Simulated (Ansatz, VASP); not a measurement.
# Cross-check of SiC (Moissanite) between VASP and Ansatz, part 2 of 3

Aim: how closely do two programs agree when they are given the same cell, functional and k mesh?

VASP 6.6.1 and Ansatz 0.2.0.

So far: The structure; Ansatz: band structure, HSE06.

## 3. VASP: band structure, HSE06

Level of this step: HSE06; plane waves and PAW (Si, C) (VASP).

The same cell, functional, mesh and smearing now go to VASP, with its own data sets and cutoff.

Lines of VASP's logs that name or quote its potential files are left out, and so is its time.

Contents of INCAR:

```
SYSTEM = SiC
PREC = Accurate
ENCUT = 460
EDIFF = 1E-06
NELM = 100
ISMEAR = 0
SIGMA = 0.03
LREAL = .FALSE.
ALGO = Normal
LHFCALC = .TRUE.
AEXX = 0.25
GGA = PE
HFSCREEN = 0.2
LASPH = .TRUE.
NBANDS = 14
PRECFOCK = Fast
LORBIT = 11
LWAVE = .FALSE.
LCHARG = .FALSE.
KPAR = 8
```

Contents of POSCAR:

```
SiC
1.0
    3.0760000000      0.0000000000      0.0000000000
   -1.5380000000      2.6638941420      0.0000000000
    0.0000000000      0.0000000000      5.0480000000
Si C
2 2
Direct
    0.6666666667      0.3333333333      0.5000000000
    0.3333333333      0.6666666667      0.0000000000
    0.6666666667      0.3333333333      0.8850000000
    0.3333333333      0.6666666667      0.3850000000
```

Contents of KPOINTS:

```
Automatic mesh
0
Gamma
5 5 3
0 0 0
```

Contents of KPOINTS_OPT:

```
Line mode
10
Line-mode
Reciprocal
  0.00000000   0.00000000   0.00000000 GAMMA
  0.50000000   0.00000000   0.00000000 M

  0.50000000   0.00000000   0.00000000 M
  0.33333333   0.33333333   0.00000000 K

  0.33333333   0.33333333   0.00000000 K
  0.00000000   0.00000000   0.00000000 GAMMA

  0.00000000   0.00000000   0.00000000 GAMMA
  0.00000000   0.00000000   0.50000000 A

  0.00000000   0.00000000   0.50000000 A
  0.50000000   0.00000000   0.50000000 L

  0.50000000   0.00000000   0.50000000 L
  0.33333333   0.33333333   0.50000000 H

  0.33333333   0.33333333   0.50000000 H
  0.00000000   0.00000000   0.50000000 A

  0.50000000   0.00000000   0.50000000 L
  0.50000000   0.00000000   0.00000000 M

  0.33333333   0.33333333   0.00000000 K
  0.33333333   0.33333333   0.50000000 H
```

Potentials, in the order of the species: Si and C (PBE family, release 64).

Run with:

```console
> mpirun -np 8 vasp_std
```

Numbers of over 12 decimals in the logs are rounded to 6 here.

Output:

```text
[banner, memory and clock lines left out]
running    8 mpi-ranks, on    1 nodes
 distrk:  each k-point on    1 cores,    8 groups
 distr:  one band on    1 cores,    1 groups

 POSCAR found type information on POSCAR SiC
 POSCAR found :  2 types and       4 ions
|                                                                             |
|           W    W    AA    RRRRR   N    N  II  N    N   GGGG   !!!           |
|           W    W   A  A   R    R  NN   N  II  NN   N  G    G  !!!           |
|           W    W  A    A  R    R  N N  N  II  N N  N  G       !!!           |
|           W WW W  AAAAAA  RRRRR   N  N N  II  N  N N  G  GGG   !            |
|           WW  WW  A    A  R   R   N   NN  II  N   NN  G    G                |
|           W    W  A    A  R    R  N    N  II  N    N   GGGG   !!!           |
|                                                                             |
|     For optimal performance we recommend to set                             |
|       NCORE = 2 up to number-of-cores-per-socket                            |
|     NCORE specifies how many cores store one orbital (NPAR=cpu/NCORE).      |
|     This setting can greatly improve the performance of VASP for DFT.       |
|     The default, NCORE=1 might be grossly inefficient on modern             |
|     multi-core architectures or massively parallel machines. Do your        |
|     Unfortunately you need to use the default for GW and RPA                |
|     calculations (for HF NCORE is supported but not extensively tested      |
|     yet).                                                                   |
|                                                                             |

 LDA part: xc-table for (Slater+PW92), standard interpolation
 found WAVECAR, reading the header
 POSCAR, INCAR and KPOINTS ok, starting setup
 FFT: planning ... GRIDC
 FFT: planning ... GRID_SOFT
 FFT: planning ... GRID
 reading WAVECAR
 the WAVECAR file was read successfully
 initial charge from wavefunction
 entering main loop
       N       E                     dE             d eps       ncg     rms          rms(c)
DAV:   1    -0.348449055670E+02   -0.34845E+02   -0.12670E+00   280   0.931E+00    0.486E+00
DAV:   2    -0.348517359292E+02   -0.68304E-02   -0.38800E-02   346   0.143E+00    0.360E+00
DAV:   3    -0.348481099497E+02    0.36260E-02   -0.25613E-03   334   0.327E-01    0.209E+00
DAV:   4    -0.348472298515E+02    0.88010E-03   -0.77464E-04   334   0.164E-01    0.118E+00
DAV:   5    -0.348469377169E+02    0.29213E-03   -0.93353E-05   358   0.663E-02    0.663E-01
DAV:   6    -0.348468322070E+02    0.10551E-03   -0.33125E-05   358   0.465E-02    0.373E-01
DAV:   7    -0.348467989576E+02    0.33249E-04   -0.12843E-05   358   0.297E-02    0.211E-01
DAV:   8    -0.348467883943E+02    0.10563E-04   -0.33854E-06   328   0.158E-02    0.120E-01
DAV:   9    -0.348467851834E+02    0.32109E-05   -0.10253E-06   170   0.881E-03    0.683E-02
DAV:  10    -0.348467843733E+02    0.81007E-06   -0.47466E-07   158   0.627E-03
   1 F= -.34846784E+02 E0= -.34846784E+02  d E =-.357952E-19
 Start KPOINTS_OPT (optional k-point list driver)
k-point batch [1-10\90]
       N       E                     dE             ncg
DAV:   1     0.903722414532E+03   -0.22544E+04      280
DAV:   2     0.294772076553E+03   -0.60895E+03      384
DAV:   3     0.229081812050E+03   -0.65690E+02      370
DAV:   4     0.228088298259E+03   -0.99351E+00      352
DAV:   5     0.228069972098E+03   -0.18326E-01      364
DAV:   6     0.228069660854E+03   -0.31124E-03      340
DAV:   7     0.228069652705E+03   -0.81491E-05      324
DAV:   8     0.228069652429E+03   -0.27672E-06      260
[...]
k-point batch [81-90\90]
       N       E                     dE             ncg
DAV:   1     0.628840824547E+03   -0.60037E+04      280
DAV:   2     0.101808711667E+03   -0.52703E+03      346
DAV:   3     0.662928961233E+02   -0.35516E+02      370
DAV:   4     0.657631899537E+02   -0.52971E+00      394
DAV:   5     0.657573519789E+02   -0.58380E-02      370
DAV:   6     0.657573024471E+02   -0.49532E-04      340
DAV:   7     0.657573018844E+02   -0.56268E-06      260
```

OUTCAR, selected parts (step 3):

```text
ion  position               nearest neighbor table
   1  0.667  0.333  0.500-   4 1.87   4 1.87   4 1.87   3 1.94   2 3.09   2 3.09   2 3.09   2 3.09
                             2 3.09   2 3.09
   2  0.333  0.667  0.000-   3 1.87   3 1.87   3 1.87   4 1.94   1 3.09   1 3.09   1 3.09   1 3.09
                             1 3.09   1 3.09
   3  0.667  0.333  0.885-   2 1.87   2 1.87   2 1.87   1 1.94
   4  0.333  0.667  0.385-   1 1.87   1 1.87   1 1.87   2 1.94

  LATTYP: Found a hexagonal cell.
 ALAT       =     3.0760000000
 C/A-ratio  =     1.6410923277

 Subroutine GETGRP returns: Found 12 space group operations
 (whereof  6 operations were pure point group operations)

The static configuration has the point symmetry C_3v.
 The point group associated with its full space group is C_6v.

 Found     10 irreducible k-points:

   k-points           NKPTS =     10   k-points in BZ     NKDIM =     75   number of bands    NBANDS=     14

   dimension x,y,z NGX =    24 NGY =   24 NGZ =   36
   dimension x,y,z NGXF=    48 NGYF=   48 NGZF=   72

   ENCUT  =  460.0 eV  33.81 Ry    5.81 a.u.   5.38  5.38  8.83*2*pi/ulx,y,z

   NELECT =      16.0000    total number of electrons

 k-points in reciprocal lattice and weights: Automatic mesh
   0.00000000  0.00000000  0.00000000       0.013
   0.20000000 -0.00000000  0.00000000       0.080
   0.40000000 -0.00000000  0.00000000       0.080
   0.20000000  0.20000000  0.00000000       0.080
   0.40000000  0.20000000  0.00000000       0.080
   0.00000000  0.00000000  0.33333333       0.027
   0.20000000 -0.00000000  0.33333333       0.160
   0.40000000 -0.00000000  0.33333333       0.160
   0.20000000  0.20000000  0.33333333       0.160
   0.40000000  0.20000000  0.33333333       0.160

  exchange ACFDT corr.  =         0.00000000  see jH, gK, PRB 81, 115126

 average (electrostatic) potential at core
       1 -76.7073       2 -76.7073       3 -40.8882       4 -40.8882

 E-fermi :   8.0198

 k-point     1 :       0.0000    0.0000    0.0000
  band No.  band energies     occupation
    ...
      4       6.0913      2.00000
      5       6.0913      2.00000
      6       7.5147      2.00000
      7       7.5148      2.00000
      8       7.8389      2.00000
      9      13.6262      0.00000
     10      15.1195      0.00000
     11      15.5527      0.00000
     12      15.5527      0.00000
     13      16.7036      0.00000
    ...

 k-point     2 :       0.2000   -0.0000    0.0000
  band No.  band energies     occupation
    ...
      4       3.0465      2.00000
      5       5.1251      2.00000
      6       5.2161      2.00000
      7       7.0460      2.00000
      8       7.2363      2.00000
      9      13.2958      0.00000
     10      15.4569      0.00000
     11      15.9620      0.00000
     12      16.7005      0.00000
     13      16.7491      0.00000
    ...

 k-point     3 :       0.4000   -0.0000    0.0000
  band No.  band energies     occupation
    ...
      4       1.1826      2.00000
      5       1.6393      2.00000
      6       4.0640      2.00000
      7       5.1069      2.00000
      8       6.2901      2.00000
      9      11.6194      0.00000
     10      13.3027      0.00000
     11      15.9502      0.00000
     12      16.4080      0.00000
     13      18.0785      0.00000
    ...

  energy-cutoff  :      460.00
  volume of cell :       41.36
      direct lattice vectors                 reciprocal lattice vectors
     3.076000000  0.000000000  0.000000000     0.325097529  0.187695146  0.000000000
    -1.538000000  2.663894142  0.000000000     0.000000000  0.375390292  0.000000000
     0.000000000  0.000000000  5.048000000     0.000000000  0.000000000  0.198098257

 POSITION                                       TOTAL-FORCE (eV/Angst)
 -----------------------------------------------------------------------------------
      1.53800      0.88796      2.52400         0.000000     -0.000000      0.760563
     -0.00000      1.77593      0.00000        -0.000000      0.000000      0.760563
      1.53800      0.88796      4.46748        -0.000000      0.000000     -0.760563
     -0.00000      1.77593      1.94348         0.000000     -0.000000     -0.760563
 -----------------------------------------------------------------------------------
    total drift:                                0.000000      0.000000      0.001622

  FREE ENERGIE OF THE ION-ELECTRON SYSTEM (eV)
  ---------------------------------------------------
  free  energy   TOTEN  =       -34.8467843733 eV

  energy  without entropy=      -34.8467843733  energy(sigma->0) =      -34.84678437

 total charge
# of ion       s       p       d       tot
------------------------------------------
    1        0.717   0.982   0.000   1.699
    2        0.717   0.982   0.000   1.699
    3        0.840   1.718   0.000   2.558
    4        0.840   1.718   0.000   2.558
--------------------------------------------------
tot          3.114   5.400   0.000   8.514

[... 3 further parts left out ...]
```

## 4. Comparison

Known differences besides the PAW data sets themselves: exact exchange at q = 0 is treated differently, which shows on coarse meshes; VASP keeps PBE cores, Ansatz makes them for the functional; the cutoff is 420 eV in Ansatz and 460 eV in VASP; VASP takes a coarser grid for exact exchange (PRECFOCK = Fast). Total energies have different zeros and are not compared.

Compared:

```csv
quantity,Ansatz,VASP,difference
gap over the path points (eV),3.198,3.202,-0.004
```

Forces (eV/Å; atoms numbered as in POSCAR):

```csv
atom,"Ansatz x, y, z","VASP x, y, z"
Si1,"0.000, 0.000, 0.761","0.000, 0.000, 0.761"
Si2,"0.000, 0.000, 0.761","0.000, 0.000, 0.761"
C3,"0.000, 0.000, -0.761","0.000, 0.000, -0.761"
C4,"0.000, 0.000, -0.761","0.000, 0.000, -0.761"
```

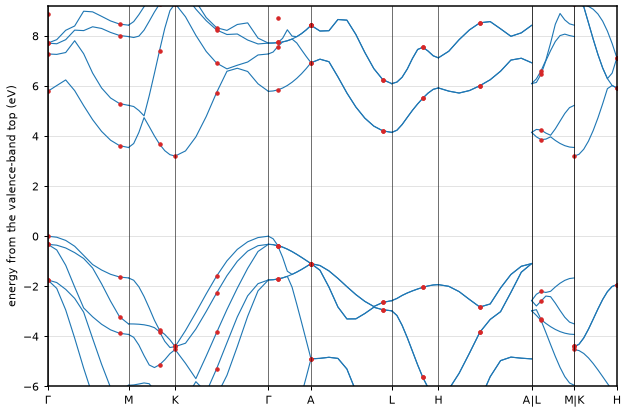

Bands from VASP (lines) and levels from Ansatz (dots). Dots without a line are higher empty bands that the VASP plot leaves out.

Levels at points of the path, from each program's valence-band top (eV; 4 filled, then empty):

```csv
k (reciprocal lattice),Ansatz,VASP
0.000 0.000 0.000,-1.74 -0.33 -0.33 0.00 5.78 7.27 7.72,-1.75 -0.32 -0.32 0.00 5.79 7.28 7.71
0.444 0.000 0.000,-6.17 -3.87 -3.21 -1.63 3.62 5.29 8.01,-6.18 -3.88 -3.22 -1.63 3.62 5.30 8.02
0.389 0.222 0.000,-6.58 -5.13 -3.82 -3.75 3.67 7.42 9.27,-6.59 -5.13 -3.82 -3.76 3.67 7.42 9.28
0.333 0.333 0.000,-7.15 -4.52 -4.41 -4.41 3.20 9.28 10.03,-7.16 -4.53 -4.41 -4.41 3.20 9.29 10.05
0.185 0.185 0.000,-5.29 -3.84 -2.27 -1.59 5.73 6.91 8.23,-5.30 -3.85 -2.27 -1.59 5.74 6.92 8.24
0.000 0.000 0.111,-1.71 -0.39 -0.38 -0.38 5.84 7.57 7.74,-1.71 -0.39 -0.37 -0.37 5.85 7.58 7.73
0.000 0.000 0.500,-1.09 -1.09 -1.09 -1.09 6.93 6.93 8.43,-1.09 -1.09 -1.09 -1.09 6.93 6.93 8.42
0.444 0.000 0.500,-2.93 -2.93 -2.64 -2.64 4.21 4.21 6.25,-2.94 -2.94 -2.65 -2.65 4.21 4.21 6.25
0.389 0.222 0.500,-5.64 -5.64 -2.04 -2.04 5.51 5.51 7.54,-5.64 -5.64 -2.04 -2.04 5.51 5.51 7.55
0.185 0.185 0.500,-3.83 -3.83 -2.83 -2.83 6.01 6.01 8.52,-3.84 -3.84 -2.83 -2.83 6.01 6.01 8.52
```

The forces differ by 0.1 meV/Å r.m.s., which is 0.0 % of the r.m.s. force of 0.44 eV/Å (both taken over all components). Among the levels compared (up to four filled and three empty ones at each point), filled levels agree within 9 meV and empty ones within 15 meV.

## 5. Ansatz: band structure, PBE0

Levels along a path test the potential and the projectors away from the mesh points.

Contents of input.yaml:

```yaml
crystal:
  lattice:
    - [3.076, 0.0, 0.0]
    - [-1.538, 2.663894142, 0.0]
    - [0.0, 0.0, 5.048]
  atoms:
    - { symbol: Si, position: [0.6666666667, 0.3333333333, 0.5] }
    - { symbol: Si, position: [0.3333333333, 0.6666666667, 0.0] }
    - { symbol: C, position: [0.6666666667, 0.3333333333, 0.885] }
    - { symbol: C, position: [0.3333333333, 0.6666666667, 0.385] }
hamiltonian:
  xc: pbe0
  pseudopotentials: { kind: paw }
kpoints:
  mp_grid: { grid: [5, 5, 3] }
  band_path:
    path:
      - [0.0, 0.0, 0.0]
      - [0.44444, 0.0, 0.0]
      - [0.38889, 0.22222, 0.0]
      - [0.33333, 0.33333, 0.0]
      - [0.18519, 0.18519, 0.0]
      - [0.0, 0.0, 0.11111]
      - [0.0, 0.0, 0.5]
      - [0.44444, 0.0, 0.5]
      - [0.38889, 0.22222, 0.5]
      - [0.18519, 0.18519, 0.5]
      - [0.5, 0.0, 0.38889]
      - [0.33333, 0.33333, 0.0]
      - [0.33333, 0.33333, 0.5]
    npoints: 1
scf:
  occupations: { method: gaussian, width: 0.03 }
  n_extra_bands: 8
output:
  forces: true
  stress: true
  eigenvalues: true
  write_density: true
  write_potential: true
  elf: true
  volumetric_format: npy
```

Run with:

```console
> ansatz run input.yaml --threads 4 --pin off --max-ram 9216MiB --backend cpu --events-out ev --progress --plain --runs-dir out
```

Output:

```text
[...]
Crystal: 4 atoms, lattice volume = 41.364 Å³
Basis set: ecut = 420 eV, 785 PW (Γ), exchange–correlation on 48×48×72 points (8 copies of the dense FFT grid, shifted against one another)
Bands: 16, of which v1, the nominal top of the filled ones, is band 8 counted from 1 (7 counted from 0)
Symmetry: 12 space group operations
[...]
k-points: 10 of 75 (time reversal used)
[...]
--- Band table (eV; the first three rows and the last of 10) ---
  k-point 0: bands = [... 4 lower, 7.1054, 8.5275, 8.5275, 8.8596, 15.3601, 16.8508, 17.3080, 17.3080, ... 4 higher]
  k-point 1: bands = [... 4 lower, 7.4194, 7.4194, 8.1256, 8.1256, 15.8842, 17.3028, 17.5629, 17.5629, ... 4 higher]
  k-point 2: bands = [... 4 lower, 6.1347, 6.2174, 8.0603, 8.2571, 15.0342, 17.1999, 17.7016, 18.4499, ... 4 higher]
  k-point 9: bands = [... 4 lower, 2.8793, 4.2256, 5.7190, 6.7251, 14.4651, 16.2607, 16.7691, 17.1558, ... 4 higher]
[key lines of the parts left out:]
Free energy (F): -1775.965885 eV
Fermi energy:    11.105192 eV
P = ⅓ Tr σ = -1.1387 GPa (-11.387 kbar)
```

Elapsed: 19 s, on 4 threads of Arm Neoverse V1, shared host; peak memory 0.6 GiB.

(Continued in part 3 of 3.)

[Lines on the potential files, build, host, timing and source positions are cut from VASP's logs without a mark.]

[Logs are printed without paths, hosts, clocks, repeated set-up lines and the standing remarks that a program may print on its own settings, such as how far it seeks lower states.]

[Hosts, paths, dates, database ids (printed as entryN), source tags and the programs' standing remarks are cut or masked in the printed files.]
